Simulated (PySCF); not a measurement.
System: C6H10OSi2.

Input

```
{"job": {"kind": "nmr", "xc": "PBE0", "basis": "pcSseg-1"}, "charge": 0, "multiplicity": 1}
Si     3.631405    -0.934147     0.196608
O      2.327784    -0.019691     0.645983
Si     1.442775     1.373885     0.491420
C     -0.341998     0.898992     0.199844
C     -0.719997    -0.449260     0.144228
C     -2.049687    -0.808446    -0.073862
C     -3.021032     0.177505    -0.238063
C     -2.660719     1.524352    -0.183455
C     -1.331539     1.879548     0.034551
H      4.446106    -0.211958    -0.827741
H      3.150632    -2.225136    -0.377648
H      4.477545    -1.215308     1.392381
H      1.580874     2.183407     1.739148
H      1.971926     2.183466    -0.650969
H      0.038984    -1.225280     0.275473
H     -2.329165    -1.864153    -0.115345
H     -4.063339    -0.103171    -0.408758
H     -3.419838     2.300045    -0.311083
H     -1.066133     2.941230     0.074658
```

Launched as:

```sh
OMP_NUM_THREADS=1 python probes_run.py task.json out
```

Geometry: PBE0-D3(BJ)/def2-SVP.

Computed with PBE0/pcSseg-1, SCF density, gas phase, non-relativistic (PySCF).

> What will maps of the electron density and electron localisation function show?

C–C (1.39 Å): ρ is about 2.1 e/Å³ halfway; the ELF peaks at about 0.95 between the atoms; a covalent bond.
Si–O (1.66 Å): ρ is about 1 e/Å³ halfway; the ELF peaks at about 0.85 between the atoms, as expected for a shared but strongly polarised pair.
C–Si (1.87 Å): the density is about 0.98 e/Å³ at the midpoint; the ELF peaks at about 0.95 between the atoms (localised, covalent bonding).
C–H (1.09 Å): ρ is about 2 e/Å³ halfway; the ELF climbs to about 1 towards the hydrogen, as it does in any bond to H (an ordinary covalent bond to hydrogen).

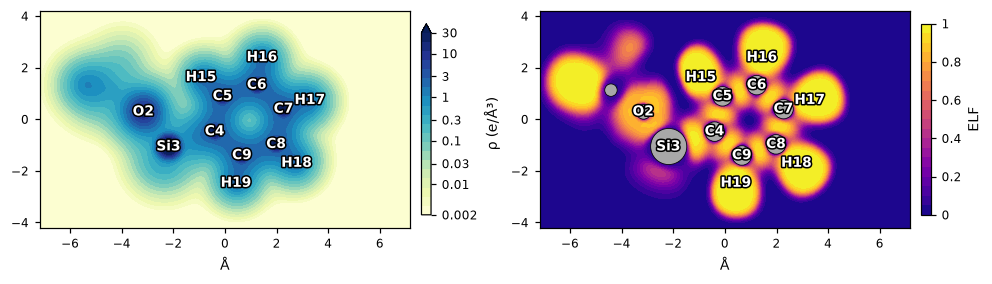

Computed electron density and electron localisation function on the plane of atoms C8, C7 and H17, in this order. Grey discs cover the atomic cores in the ELF map. 
